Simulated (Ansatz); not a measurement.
AlHO₂ (SMILES [O]=[Al][OH])

```xyz
4

Al    0.0053   -0.0460   -0.6168
O    -0.0073    0.0775   -2.2135
O     0.0205   -0.2067    1.0472
H    -0.0177    0.3993    1.7863
```

Geometry: PBE0-D4/def2-SVP.

The calculation used isolated molecule in a Gaussian basis; Kohn-Sham density functional theory, functional PBE0 (Ansatz 0.2.0).

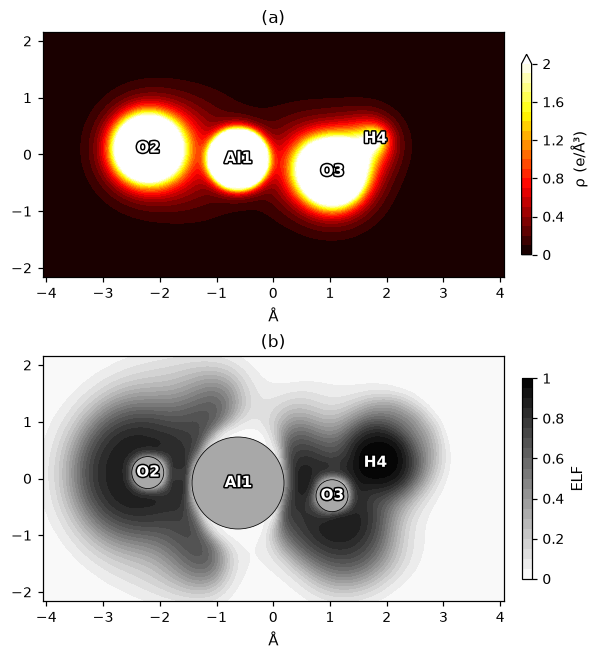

Figure 1. (a) electron density; (b) ELF on the molecular plane. Grey discs cover the atomic cores in the ELF map.

**Interpret the plot.**

Atoms in the plane: Al, O and H.
Al–O (1.60 Å): ρ is about 1.1 e/Å³ halfway; the ELF peaks at about 0.80 in the valence shell of O, 0.6 Å from its nucleus, and is about 0.25 at the midpoint.
O–H (0.96 Å): the density is about 3.8 e/Å³ at the midpoint; the ELF climbs to about 1 towards the hydrogen, as it does in any bond to H; an ordinary covalent bond to hydrogen.
Al–O (1.67 Å): ρ at the midpoint is about 0.94 e/Å³; the ELF peaks at about 0.85 in the valence shell of O, 0.5 Å from its nucleus, and is about 0.40 at the midpoint.
The ELF also peaks beside O3 and O2, away from the bonds: lone-pair regions.

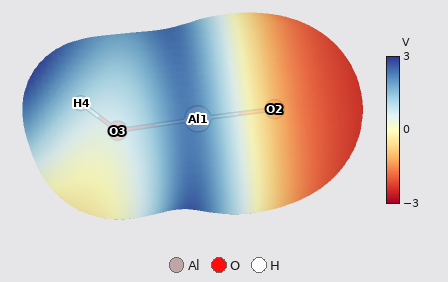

Figure 2. The molecular electrostatic potential painted on the density surface at 0.001 e/bohr³, seen across its widest extent; the colour scale runs from red (negative) to blue (positive).

**Describe the electrostatic potential map.**

The most negative region (about −2.4 V, or −55 kcal/mol for a unit charge) lies over O2, the most positive (about +2.8 V, or +65 kcal/mol for a unit charge) over H4. O2 is the likeliest acceptor of a hydrogen bond.

**What dipole moment does the calculation give?**

Its dipole moment is 5.36 D.

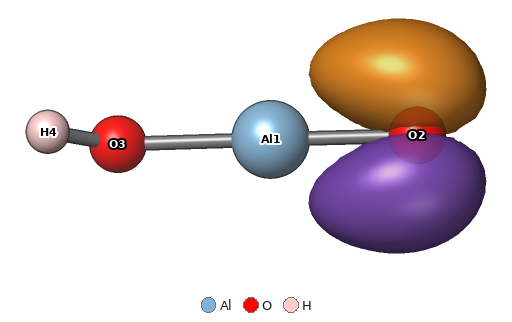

Figure 3. The HOMO at ±0.2 Å⁻³ᐟ² (orange and purple are the two phases), seen from one side.

**Where does this orbital lie, and at what energy?**

It lies mainly on O2 (about 80 %) and Al1 (about 20 %); it changes sign across the molecular plane (π type). Its energy is −7.57 eV.
